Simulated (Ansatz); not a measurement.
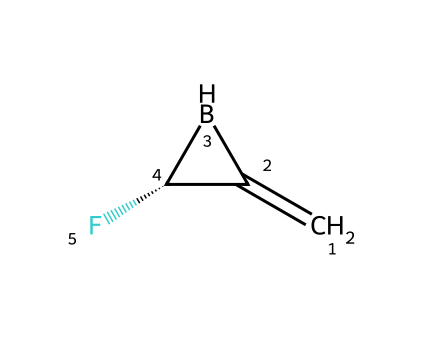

Skeletal drawing with numbered atoms; wedges and dashes mark any stereocentres. The configuration is that of a computed structure (PBE0-D4/def2-TZVP).

Assign CIP descriptors.

C4: R.
